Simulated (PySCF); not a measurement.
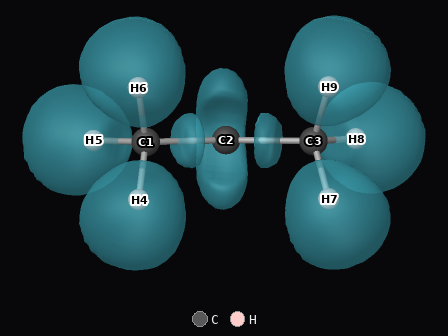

Figure 1: C$_{3}$H$_{6}$ (SMILES C[C]C) (triplet). Isosurface of the electron localisation function at 0.85 (cyan), seen across its widest extent. Only the valence region is drawn (cores and ρ < 0.01 e/Å³ removed).

Geometry: GFN2-xTB.

Level of theory: UKS B3LYP, pcH-1 on C H, non-relativistic, mean-field spin-orbit, GIAO (PySCF).

Input

```
{"job": {"kind": "epr", "basis": "pcH-1"}, "charge": 0, "multiplicity": 3}
C     -1.319746    -0.196808     0.001569
C     -0.046204     0.185903    -0.580882
C      1.316441     0.222177    -0.081450
H     -1.321323    -1.248506     0.325940
H     -2.124599    -0.078478    -0.725795
H     -1.572816     0.421160     0.876450
H      1.666115    -0.774637     0.227682
H      1.997704     0.582401    -0.854086
H      1.417989     0.892782     0.785392
```

Launched as:

```sh
OMP_NUM_THREADS=1 python probes_run.py task.json out
```

**Identify the bonds, lone pairs and shells in this picture.**

At this value the surface marks out two regions between bonded C–C atoms (shared pairs), six regions around hydrogen nuclei and one lobe on C, pointing away from the bonds (non-bonding electrons). Along the contacts the grid gives the following. C–C (1.45 Å): the ELF peaks at about 0.95 between the atoms: localised, covalent bonding. C–H (1.09 Å): the ELF climbs to about 1 towards the hydrogen, as it does in any bond to H: a covalent bond by its length.
